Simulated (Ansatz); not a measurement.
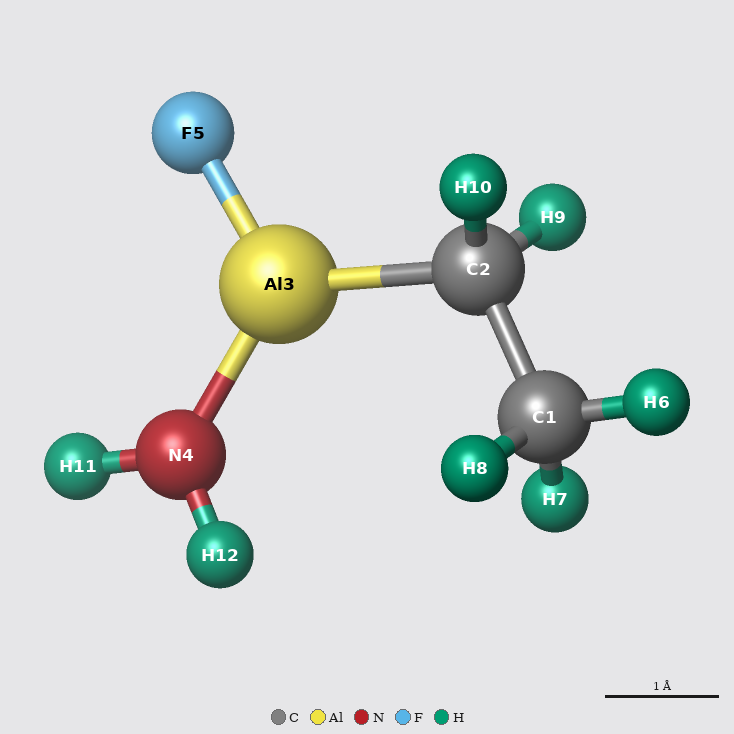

Numbered structure. The geometry was computed by an optimisation with PBE0-D4/def2-TZVP.

List the bonds and their lengths.

| bond | length (Å) |
| --- | --- |
| C1–C2 | 1.529 |
| C1–H6 | 1.094 |
| C1–H7 | 1.094 |
| C1–H8 | 1.094 |
| C2–Al3 | 1.947 |
| C2–H9 | 1.097 |
| C2–H10 | 1.097 |
| Al3–N4 | 1.762 |
| Al3–F5 | 1.656 |
| N4–H11 | 1.007 |
| N4–H12 | 1.007 |
